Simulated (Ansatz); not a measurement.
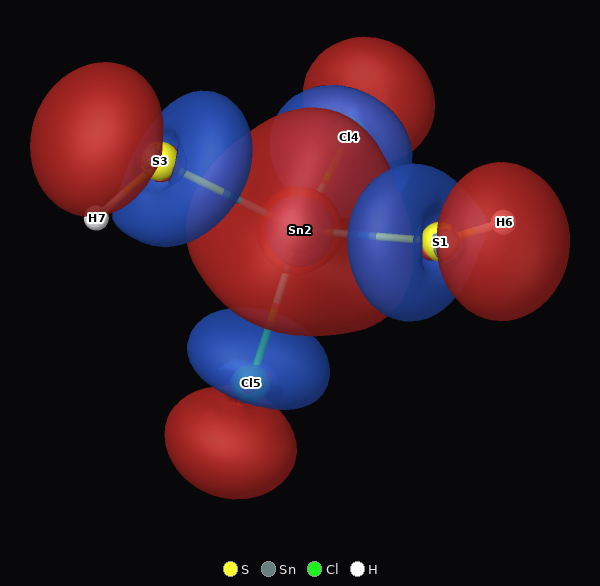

Figure 1: Cl2H2S2Sn (SMILES [SH][Sn]([SH])([Cl])[Cl]). The LUMO at ±0.08 Å⁻³ᐟ² (red and blue are the two phases), seen from one side.

Geometry: PBE0-D4/def2-TZVP; core potentials replace the inner electrons of Sn.

Method: RKS PBE0-D4/def2-TZVPP (Ansatz 0.2.0).

The calculation's input:

```
crystal:
  periodic: [false, false, false]
  atoms:
    - {symbol: S, position_ang: [-1.477688, 0.996272, 1.446443]}
    - {symbol: Sn, position_ang: [0.014504, 0.018436, -0.114561]}
    - {symbol: S, position_ang: [1.382166, -1.603981, 0.942211]}
    - {symbol: Cl, position_ang: [-1.261451, -0.847600, -1.841214]}
    - {symbol: Cl, position_ang: [1.420075, 1.557482, -1.122038]}
    - {symbol: H, position_ang: [-2.433323, 1.118105, 0.507662]}
    - {symbol: H, position_ang: [2.416917, -1.306715, 0.135797]}
basis:
  gaussian: {orbitals: def2-TZVPP}
hamiltonian: {xc: pbe0, dispersion: d4}
output: {orbitals: {seedname: orbitals}}
```

Command:

```sh
ansatz run in.yaml --threads 4 --pin off --events-out ev --progress --plain --max-ram 10444MiB
```

**Describe this orbital and give its energy.**

By Hirshfeld shares it lies mainly on Sn2 (about 30 %), S1 (about 20 %), S3 (about 20 %), Cl4 (about 15 %) and Cl5 (about 15 %). Its energy is −2.57 eV.
